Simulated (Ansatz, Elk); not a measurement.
**CaPd2N2: X-ray structure factors from the self-consistent density**

Structure refinements treat a crystal as free atoms side by side. For a made-up structure of CaPd2N2 (cell and positions from a r2SCAN relaxation) the runs below show what the calculated density changes in F(hkl).

Method: DFT, PBE, all-electron APW+lo, Dirac cores, scalar-relativistic bands, static density, no spin, in Elk 11.2.3 (patched build).

The structure was built from a prototype and need not be the compound's stable phase.

### Step 1. The structure

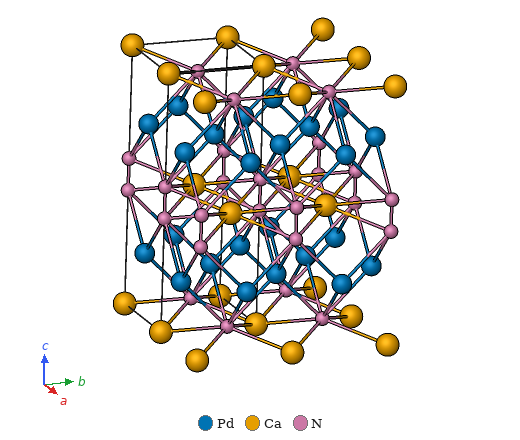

The cell as given, slightly off an axis (palladium blue, calcium orange, nitrogen pink). 2×2×1 cells are drawn. This picture shows the conventional cell, with its axes. Some periodic images of atoms are drawn too.

### Step 2. Ground state and structure factors

An all-electron density is needed, since X-rays see the cores too. Task 0 finds the density and task 195 Fourier-transforms it; tshift is off so that phases refer to the origin typed.

File elk.in:

```
tasks
  0
  195

xctype
  20

spinpol
  .false.

rgkmax
  7.0

gmaxvr
  14.0

lmaxo
  7

lmaxapw
  8

swidth
  0.002

tshift
  .false.

ramdisk
  .false.

hmaxvr
  5.5

maxscl
  120

epspot
  1e-06

sppath
  './'

avec
  -3.55871940614 3.55871940614 9.42675293429
  3.55871940614 -3.55871940614 9.42675293429
  3.55871940614 3.55871940614 -9.42675293429

atoms
  3
  'Pd.in'
  2
  0.2500000000 0.7500000000 0.5000000000   0.000000 0.000000 0.000000
  0.7500000000 0.2500000000 0.5000000000   0.000000 0.000000 0.000000
  'Ca.in'
  1
  0.0000000000 0.0000000000 0.0000000000   0.000000 0.000000 0.000000
  'N.in'
  2
  0.5615511520 0.5615511520 -0.0000000000   0.000000 0.000000 0.000000
  0.4384488480 0.4384488480 -0.0000000000   0.000000 0.000000 0.000000

ngridk
  8 8 8
```

Run with:

```bash
$ OMP_NUM_THREADS=4 elk
```

Numbers of over 12 decimals in the logs are rounded to 6 here.

Log:

```text
┌─────────────────────────┐
│ Elk code version 11.2.3 │
└─────────────────────────┘

All units are atomic (Hartree, Bohr, etc.)

┌─────────────────────────────────────────────────┐
│ Ground-state run starting from atomic densities │
└─────────────────────────────────────────────────┘

Lattice vectors :
  -3.558719406       3.558719406       9.426752934
   3.558719406      -3.558719406       9.426752934
   3.558719406       3.558719406      -9.426752934

Reciprocal lattice vectors :
 -0.3699485940E-16  0.8827874005      0.3332634976
  0.8827874005     -0.3699485940E-16  0.3332634976
  0.8827874005      0.8827874005     -0.5753389432E-17

Unit cell volume      :    477.5398397
Brillouin zone volume :   0.5194335484

Muffin-tin inner radius fraction :   0.1000000000E-01

Nuclei treated as point charges

Species : 1 (Pd)
 parameters loaded from : Pd.in
 name : palladium
 nuclear charge    :   -46.00000000
 electronic charge :    46.00000000
 atomic mass :    193991.7927
 muffin-tin radius :    2.491394624
 number of radial points in muffin-tin :    993
 inner part over the whole radius :   0.9907834023E-02
 number on inner part of muffin-tin    :    706
 approximate nuclear radius :   0.8586907259E-04
 number of mesh points to nuclear radius :    354
 atomic positions (lattice), magnetic fields (Cartesian) :
  1 :   0.25000000 -0.25000000  0.50000000    0.00000000  0.00000000  0.00000000
  2 :  -0.25000000  0.25000000  0.50000000    0.00000000  0.00000000  0.00000000

Species : 2 (Ca)
 parameters loaded from : Ca.in
 name : calcium
 nuclear charge    :   -20.00000000
 electronic charge :    20.00000000
 atomic mass :    73057.72475
 muffin-tin radius :    2.400000000
 number of radial points in muffin-tin :    993
 inner part over the whole radius :   0.9970789793E-02
 number on inner part of muffin-tin    :    698
 approximate nuclear radius :   0.6614485811E-04
 number of mesh points to nuclear radius :    321
 atomic positions (lattice), magnetic fields (Cartesian) :
  1 :   0.00000000  0.00000000  0.00000000    0.00000000  0.00000000  0.00000000

Species : 3 (N)
 parameters loaded from : N.in
 name : nitrogen
 nuclear charge    :   -7.000000000
 electronic charge :    7.000000000
 atomic mass :    25532.65216
 muffin-tin radius :    1.135455005
 number of radial points in muffin-tin :    593
 inner part over the whole radius :   0.9925434750E-02
 number on inner part of muffin-tin    :    401
 approximate nuclear radius :   0.4939692610E-04
 number of mesh points to nuclear radius :    175
 atomic positions (lattice), magnetic fields (Cartesian) :
  1 :  -0.43844885 -0.43844885  0.00000000    0.00000000  0.00000000  0.00000000
  2 :   0.43844885  0.43844885  0.00000000    0.00000000  0.00000000  0.00000000

Total number of atoms per unit cell :    5
Total muffin-tin volume :    199.7223421
 ratio of muffin-tin to unit cell volume :   0.4182317903

Spin treatment :
 spin-unpolarised

Number of Bravais lattice symmetries :   16
Number of crystal symmetries         :   16
Crystal has inversion symmetry
Real symmetric eigensolver will be used

k-point grid :      8     8     8
k-point offset :    0.000000000       0.000000000       0.000000000
k-point set is reduced with full crystal symmetry group
Total number of k-points :       59

Muffin-tin radius times maximum |G+k| :    7.000000000
 using average radius
Maximum |G+k| for APW functions       :    3.625553175
Maximum (1/2)|G+k|²                   :    6.572317912
Maximum |G| for potential and density :    14.00000000
Constant for pseudocharge density :    9
 order of it for each species :   16  16  13
 order of it for pair densities of each species (exact exchange by exxq0 0: 17) :   16  15   3
Radial integration step length :    1

G-vector grid sizes :     48    48    48
Number of G-vectors :    22091

Maximum angular momentum used for
 APW functions            :    8
 outer part of muffin-tin :    7
 inner part of muffin-tin :    2

Total nuclear charge    :   -126.0000000
[...]
correlation                 :     -6.200875
 electron entropic           :    -0.23396137362502E-02
 total energy                :     -10886.982464206

Density of states at Fermi energy :    181.0295652
 (states/Hartree/unit cell)

Estimated indirect band gap :   0.1920579353E-03
 from k-point 20 to k-point 50
Estimated direct band gap   :   0.2070067905E-02
 at k-point 18

Charges :
 core                        :    70.00000000
 valence                     :    56.00000000
 interstitial                :    11.31990141
 muffin-tins (core leakage)
  species : 1 (Pd)
   atom 1                    :    43.37773410     ( -0.6744713552E-06)
[...]
species : 2 (Ca)
[...]
species : 3 (N)
[...]
total in muffin-tins        :    114.6800986
 total calculated charge     :    125.9996934
 total charge                :    126.0000000
 error                       :   0.3065638942E-03

RMS change in Kohn-Sham potential (target) :    1.459333055     (  0.1000000000E-05)
Absolute change in total energy (target)   :    1.337926721     (  0.1000000000E-03)

[... loops 3 to 17 left out ...]

┌──────────────────┐
│ Loop number : 18 │
└──────────────────┘

Energies :
 Fermi                       :     0.298431
 sum of occupied eigenvalues :     -6480.6855543017
 electron kinetic            :      11335.691881364
 core electron kinetic       :      10925.193791601
 Coulomb                     :     -21881.278118048
 Coulomb potential           :     -17375.715979621
 nuclear-nuclear             :     -1202.8198342684
 electron-nuclear            :     -24011.136524134
 Hartree                     :      3332.6782403545
 Madelung                    :     -13193.420128237
 xc potential                :     -440.66145604481
 exchange                    :     -332.05411296747
 correlation                 :     -6.224621
 electron entropic           :    -0.64039379917791E-03
 total energy                :     -10883.865610937

Density of states at Fermi energy :    49.49577011
 (states/Hartree/unit cell)

Estimated indirect band gap :   0.6054523042E-03
 from k-point 12 to k-point 1
Estimated direct band gap   :   0.7125358291E-02
 at k-point 35

Charges :
 core                        :    70.00000000
 valence                     :    56.00000000
 interstitial                :    9.646126511
 muffin-tins (core leakage)
  species : 1 (Pd)
[...]
species : 2 (Ca)
[...]
species : 3 (N)
[...]
total in muffin-tins        :    116.3538735
 total calculated charge     :    125.9994697
 total charge                :    126.0000000
 error                       :   0.5303313562E-03

RMS change in Kohn-Sham potential (target) :   0.6405160341E-06 (  0.1000000000E-05)
Absolute change in total energy (target)   :   0.3113810271E-04 (  0.1000000000E-03)

Convergence targets achieved

┌──────────────────┐
│ Loop number : 19 │
└──────────────────┘

Energies :
 Fermi                       :     0.298431
 sum of occupied eigenvalues :     -6480.6855294220
 electron kinetic            :      11335.691883671
 core electron kinetic       :      10925.193797321
 Coulomb                     :     -21881.278106702
 Coulomb potential           :     -17375.715993677
 nuclear-nuclear             :     -1202.8198342684
 electron-nuclear            :     -24011.136486076
 Hartree                     :      3332.6782136422
 Madelung                    :     -13193.420109864
 xc potential                :     -440.66141941644
 exchange                    :     -332.05411228468
 correlation                 :     -6.224621
 electron entropic           :    -0.64039341923190E-03
 total energy                :     -10883.865596581

Density of states at Fermi energy :    49.49572559
 (states/Hartree/unit cell)

Estimated indirect band gap :   0.6054554717E-03
 from k-point 12 to k-point 1
Estimated direct band gap   :   0.7125346286E-02
 at k-point 35

Charges :
 core                        :    70.00000000
 valence                     :    56.00000000
 interstitial                :    9.646126965
 muffin-tins (core leakage)
  species : 1 (Pd)
[...]
species : 2 (Ca)
   atom 1                    :    18.18725979     ( -0.1988192597E-06)
  species : 3 (N)
   atom 1                    :    4.235152969     (  0.1835265856E-03)
   atom 2                    :    4.235152969     (  0.1835265856E-03)
 total in muffin-tins        :    116.3538730
 total calculated charge     :    125.9994697
 total charge                :    126.0000000
 error                       :   0.5303311776E-03

┌──────────────────────────────┐
│ Self-consistent loop stopped │
└──────────────────────────────┘

Warning : core states of species 3 leak from the muffin-tin :   0.1835265856E-03

Wrote STATE.OUT
```

It took 47 s on 4 threads of Intel Xeon 6975P-C (Granite Rapids), shared host; peak memory 0.21 GiB; 2.6 min of CPU time.

SFACRHO.OUT:

```text

h k l indices transformed by vhmat matrix:
   1.000000000       0.000000000       0.000000000    
   0.000000000       1.000000000       0.000000000    
   0.000000000       0.000000000       1.000000000    

      h      k      l  multipl.   |H|            Re(F)            Im(F)           |F|

      0      0      0      1   0.0000000       126.00000      0.27926312E-16   126.00000    
     -1     -1      1      2  0.66652700      -59.666775      0.10354995E-13   59.666775    
      0      1      0      8  0.94359851       5.7188700      0.10354995E-15   5.7188700    
      0      0      1      4   1.2484499      -50.969774      0.89243597E-14   50.969774    
      2      2     -2      2   1.3330540       88.036494      0.18224791E-13   88.036494    
      2      1     -2      8   1.3337521       10.591649      -0.0000000       10.591649    
     -2      0      1      8   1.4152333       92.814975     -0.13254393E-13   92.814975    
      1     -1      1      4   1.7655748       86.424885     -0.69810693E-14   86.424885    
      1      3     -2      8   1.8263790      -52.980604     -0.30650784E-13   52.980604    
      3      2     -3      8   1.8857167       14.701830      -0.0000000       14.701830    
      2      0      0      8   1.8871970      -47.549198      -0.0000000       47.549198    
     -3     -3      3      2   1.9995810      -55.558861      0.13357943E-12   55.558861    
      0     -1      2     16   2.0019072       5.6808241      0.10354995E-15   5.6808241    
     -3     -1      3      8   2.2123036       70.924750     -0.48047175E-13   70.924750    
      2      1     -3     16   2.2127243       8.6806188      -0.0000000       8.6806188    
     -4     -2      3      8   2.3573187       64.666454     -0.47218776E-13   64.666454    
     -3     -4      4      8   2.4942889       14.610882     -0.35206982E-14   14.610882    
      2     -2      0      4   2.4968998       71.276723     -0.14821516E-15   71.276723
```

Elk indexes on the primitive cell of elk.in and gives |H| = 4π sin θ/λ in inverse bohr. Below, one row stands for each form hkl of the conventional cell (m members, Friedel mates merged), F is for one primitive cell and the density is static (no thermal factor). Free-atom factors are Waasmaier and Kirfel's, and R is Σm||F|−|F'||/Σm|F|. Elk warned that it couldn't find a linearisation energy, which lowers the accuracy of some states in this run and its variants.

```csv
hkl,m,sin θ/λ (Å⁻¹),"abs F, DFT",neutral atoms,diff.
002,2,0.100,59.667,60.185,-0.518
101,8,0.142,5.719,5.740,-0.021
110,4,0.188,50.970,51.900,-0.931
004,2,0.201,88.037,88.990,-0.953
103,8,0.201,10.592,10.655,-0.064
112,8,0.213,92.815,93.157,-0.342
200,4,0.266,86.425,86.587,-0.163
114,8,0.275,52.981,53.276,-0.295
105,8,0.284,14.702,14.522,+0.180
202,8,0.284,47.549,47.812,-0.263
006,2,0.301,55.559,55.680,-0.121
211,16,0.301,5.681,5.739,-0.058
204,8,0.333,70.925,70.903,+0.022
213,16,0.333,8.681,8.643,+0.038
116,8,0.354,64.666,64.578,+0.088
107,8,0.375,14.611,14.739,-0.128
220,4,0.376,71.277,71.143,+0.133
215,16,0.389,11.572,11.601,-0.029
222,8,0.389,41.574,41.469,+0.105
008,2,0.401,59.061,58.717,+0.345
206,8,0.401,47.607,47.471,+0.136
301,8,0.401,5.186,5.202,-0.016
```

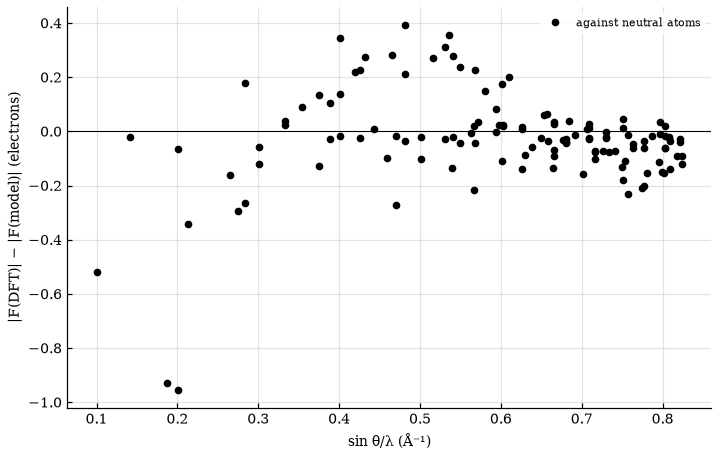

Difference between the calculated structure factors and the independent-atom ones.

### Step 3. The highest occupied states alone

An energy window below the Fermi level keeps the highest occupied states, to see at which angles they scatter; shallow core shells can lie inside it and anion s states outside. No new self-consistency is needed.

elk.in, as its differences from that of step 2:

```diff
@@ -1,3 +1,2 @@
 tasks
-  0
   195
@@ -40,2 +39,5 @@
 
+wsfac
+  -0.142560 0.598430
+
 sppath
```

Run with:

```bash
$ OMP_NUM_THREADS=4 elk
```

Log:

```text
┌─────────────────────────────────┐
│ Elk code version 11.2.3 started │
└─────────────────────────────────┘

Info(readinput): the functional depends on the density's gradient
 muffin-tin radial points multiplied by    2.00000
 (not where nrmtscf is given)

┌────────────────────┐
│ Current task : 195 │
└────────────────────┘
Info(checkmt): changed muffin-tin radius of species 1 (Pd) from   2.6000 to   2.4914
Info(checkmt): changed muffin-tin radius of species 3 (N) from   1.8000 to   1.1355

Warning(linengy): could not find 1 linearisation energies in s.c. loop 1

Info(sfacrho): density structure factors written to SFACRHO.OUT

 Energy window :  -0.1425600000      0.5984300000

┌──────────────────┐
│ Elk code stopped │
└──────────────────┘
```

Wall time 8.3 s (4 threads); peak memory 0.16 GiB.

States within 12 eV below the Fermi level hold 30.00 electrons; any levels below the window count with the cores. Their amplitudes can exceed the total, where window and core parts have opposite phase:

```csv
hkl,sin θ/λ (Å⁻¹),"abs F, window","abs F, all"
002,0.100,10.871,59.667
101,0.142,4.976,5.719
110,0.188,4.674,50.970
004,0.201,7.125,88.037
103,0.201,1.031,10.592
112,0.213,10.172,92.815
200,0.266,7.651,86.425
114,0.275,5.138,52.981
105,0.284,1.887,14.702
202,0.284,2.754,47.549
```

[end of part 1 of 2]

[Logs are printed without paths, hosts, clocks, repeated set-up lines and the standing remarks that a program may print on its own settings, such as how far it seeks lower states.]

[Hosts, paths, dates, database ids (printed as entryN), source tags and the programs' standing remarks are cut or masked in the printed files.]
